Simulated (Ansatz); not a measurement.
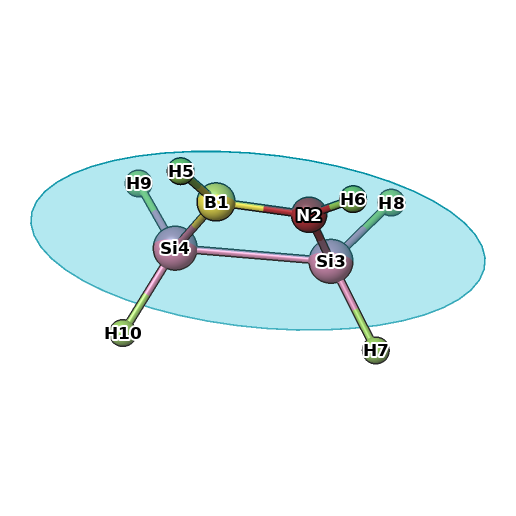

A disc through the centre of mass is drawn in. Distant atoms are faded towards the background colour. Computed geometry: PBE0-D4/def2-TZVP optimisation.

> Is the plane of the disc a mirror plane of the structure?

Yes. The reflection leaves B1, N2, Si3, Si4, H5, H6 in place and moves H7 ↔ H8; H9 ↔ H10. The point group is Cs.
